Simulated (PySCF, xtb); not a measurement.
Bond stretch in OH, doublet.

Methods: GFN1-xTB (xtb); UHF/LANL2DZ = PySCF with unrestricted Hartree-Fock/LANL2DZ; ROHF/cc-pVQZ (PySCF).

Energies are in eV, each relative to the lowest point of its own curve near equilibrium.

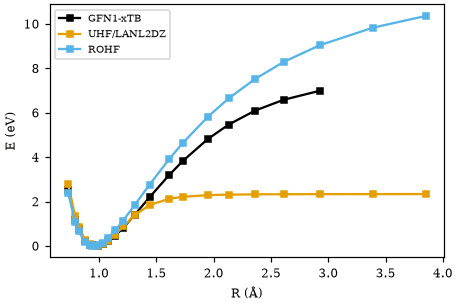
Figure: Energy against bond length for each method.

| R / Å | GFN1-xTB | UHF/LANL2DZ | ROHF |
|---|---|---|---|
| 0.73 | 2.542 | 2.800 | 2.391 |
| 0.79 | 1.189 | 1.334 | 1.072 |
| 0.82 | 0.758 | 0.855 | 0.653 |
| 0.88 | 0.232 | 0.265 | 0.160 |
| 0.92 | 0.065 | 0.075 | 0.024 |
| 0.94 | 0.023 | 0.026 | 0.000 |
| 0.97 | 0.000 | 0.000 | 0.009 |
| 0.99 | 0.008 | 0.009 | 0.040 |
| 1.03 | 0.070 | 0.080 | 0.153 |
| 1.08 | 0.215 | 0.242 | 0.367 |
| 1.14 | 0.462 | 0.510 | 0.697 |
| 1.21 | 0.819 | 0.877 | 1.145 |
| 1.31 | 1.401 | 1.390 | 1.841 |
| 1.44 | 2.194 | 1.840 | 2.763 |
| 1.61 | 3.189 | 2.122 | 3.904 |
| 1.73 | 3.827 | 2.214 | 4.640 |
| 1.95 | 4.823 | 2.288 | 5.825 |
| 2.13 | 5.466 | 2.311 | 6.645 |
| 2.36 | 6.094 | 2.324 | 7.520 |
| 2.61 | 6.583 | 2.329 | 8.288 |
| 2.93 | 6.996 | 2.333 | 9.051 |
| 3.39 | — | 2.336 | 9.832 |
| 3.85 | — | 2.338 | 10.358 |

At the longest distance, 3.85 Å, ROHF lies highest above its minimum (10.358 eV) and UHF/LANL2DZ lowest (2.338 eV).

A dash means that the run gave no value there, or that the column was ended at a point which the program doubted or which failed a test of continuity chosen for this set; such a test can also cut sound points.

The unrestricted determinant behind UHF/LANL2DZ is spin-contaminated at 1.31 to 3.85 Å (<S²> up to 1.8, against 0.75 for a pure doublet).
